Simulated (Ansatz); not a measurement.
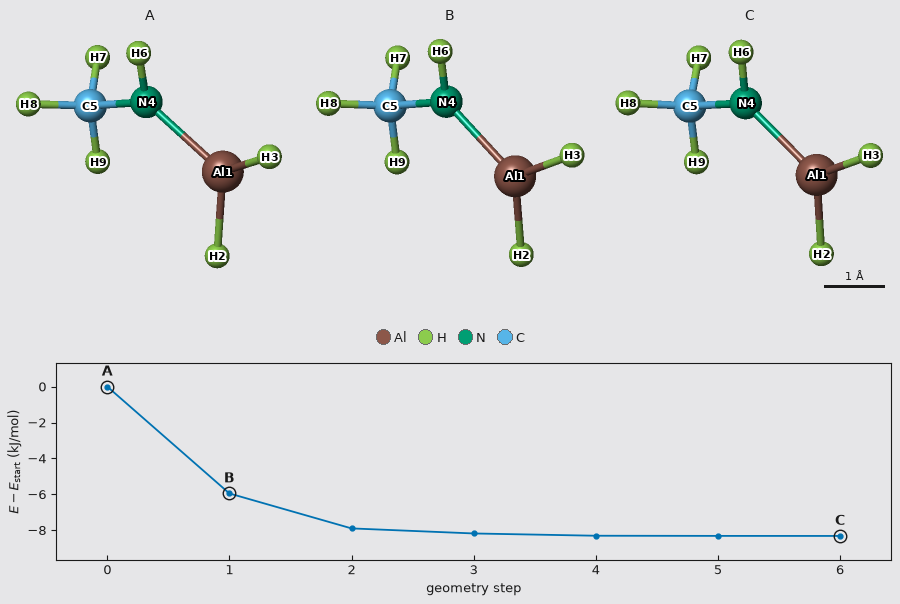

Frames of a relaxation of CH₆AlN, marked on the history of the run. Style: ball-and-stick. Shown from a free direction.

It is one of the separated products of a reaction.

All numbers below come from RKS PBE0-D4/def2-TZVP (Ansatz 0.2.0). Settings: force threshold 0.005 eV/Å; at most 200 steps.

Question: What happens along the run?

Answer: The energy falls by 8.32 kJ/mol in 6 geometry steps. The largest force component goes from 0.63 to 0.0027 eV/Å. The largest move after the best rigid fit is that of Al1, 0.15 Å. Largest moves by element: Al 0.15 Å, H 0.10 Å, N 0.02 Å, C 0.01 Å. Some distances before and after: Al1–N4 1.787 → 1.768 Å, Al1–H2 1.594 → 1.584 Å. From step 0 to 1: Al1 moves most (0.19 Å), energy −5.95 kJ/mol. From step 1 to 6: Al1 moves most (0.05 Å), energy −2.37 kJ/mol.

```tsv
step	E − E(0), kJ/mol	largest force component, eV/Å
0	0.00	0.6345
1	-5.95	0.4766
2	-7.90	0.3658
3	-8.18	0.1812
4	-8.31	0.0445
5	-8.32	0.0153
6	-8.32	0.0027
```
